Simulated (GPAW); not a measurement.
Consider diamond-type (Si)1-x(Ge)x, x = 0.25.

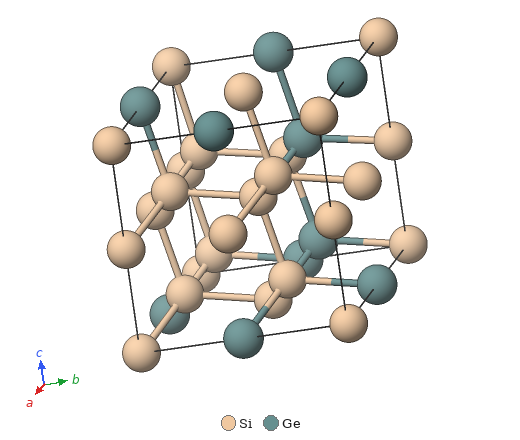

The structure (silicon light orange, germanium teal). Bonds to atoms that aren't drawn are left out. Some periodic images of atoms are drawn too.

```xyz
16
Lattice="0.0000 5.4878 5.4878 5.4878 0.0000 5.4878 5.4878 5.4878 0.0000" Properties=species:S:1:pos:R:3 pbc="T T T"
Si    0.0335    5.4791    5.5081
Si    1.3855    1.3798    1.3489
Si    2.7632    8.2241    5.5010
Si    4.1175    4.1299    1.3692
Ge    2.7398    5.4885    8.2209
Ge    4.1446    1.3873    4.1336
Si    5.4846    8.2375    8.1933
Ge    6.8292    4.0992    4.1396
Ge   10.9666    8.2271    8.2287
Si    1.3832    4.1217    4.1307
Si    2.7390    5.4857    2.7515
Si    4.0988    6.8403    4.1366
Si    8.2231    8.2474    5.4994
Si    4.1055    4.1212    6.8386
Si    5.4679    5.5075    5.5183
Si    6.8656    6.8666    6.8628
```

Absorber: atom 1, with 1 Si at 2.35 Å, 1 Si at 2.36 Å, 1 Si at 2.37 Å and 1 Ge at 2.39 Å (tetrahedral). Method: GPAW, LDA, excited-electron core hole (neutral cell), 16-atom cell with 7.8 Å between holes, 4×4×4 k points, dipole transitions, Gaussian full width 0.9 eV up to 4 eV, rising linearly to 3.5 eV at 25 eV.

Predict the near-edge structure at the Si K edge.

Main maxima up to 24 eV above the zero (height): 1.7 eV (1.37), 3.7 eV (1.82), 6.9 eV (1.36), 9.6 eV (1.15), 12.8 eV (1.11) and 17.5 eV (0.82). A K edge sees empty p states on the absorber. The total-energy difference is 1843.64 eV. One term is added: -14.86 eV, since the hole is spin-paired here and a spin-polarised one costs that much less in the free atom (computed apart). The photon energy is then 1828.78 eV. The tabulated edge of the element is 1839 eV. The functional leaves an error in such absolute values: in the free atom LDA prices this hole 7.8 eV below PBE (computed apart), and PBE is itself good to a few eV.

The Si K spectrum (energy from the bottom of the conduction band, which holds the excited electron; intensity scaled to a mean of 1 over the first 20 eV):

```tsv
E (eV)	isotropic	ε ∥ x	ε ∥ y	ε ∥ z
-2.0	0.00	0.00	0.00	0.00
-0.5	0.01	0.01	0.01	0.02
1.0	1.03	1.03	1.02	1.05
2.5	1.13	1.16	1.13	1.09
4.0	1.76	1.77	1.78	1.72
5.5	0.87	0.86	0.85	0.91
7.0	1.35	1.33	1.34	1.38
8.5	0.86	0.85	0.85	0.87
10.0	1.11	1.12	1.11	1.09
11.5	0.97	0.97	0.98	0.96
13.0	1.10	1.12	1.11	1.08
14.5	0.77	0.77	0.78	0.77
16.0	0.71	0.74	0.72	0.69
17.5	0.82	0.81	0.83	0.81
19.0	0.77	0.75	0.76	0.79
20.5	0.75	0.74	0.75	0.77
22.0	0.68	0.67	0.67	0.69
23.5	0.67	0.68	0.66	0.68
25.0	0.80	0.81	0.80	0.81
26.5	0.85	0.85	0.86	0.86
```

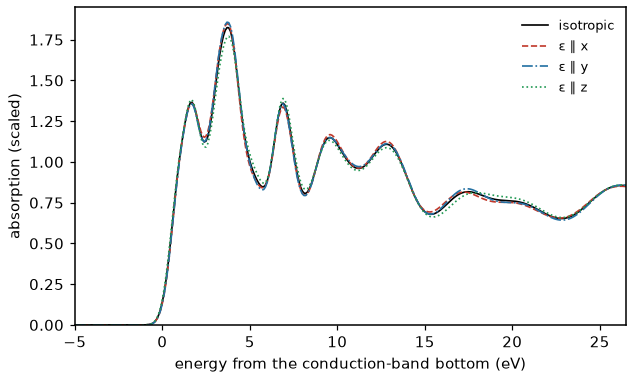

The Si K edge.

The mesh is coarse (0.25 Å⁻¹ between points), so small maxima may be mesh ripples.

[Banner, clock and machine lines of the logs are left out without a mark of their own.]

[Logs are printed without paths, hosts, clocks, repeated set-up lines and the standing remarks that a program may print on its own settings, such as how far it seeks lower states.]

[Hosts, paths, dates, database ids (printed as entryN), source tags and the programs' standing remarks are cut or masked in the printed files.]

[Lists of maxima count a maximum above −3 eV only where it reaches 4 % of the highest in the window and stands out from its surroundings by 2 % of it (1.5 % where it reaches 55 %); shoulders and weaker maxima are passed over, and of the rest the first, up to two pre-edge ones and the few strongest are named.]
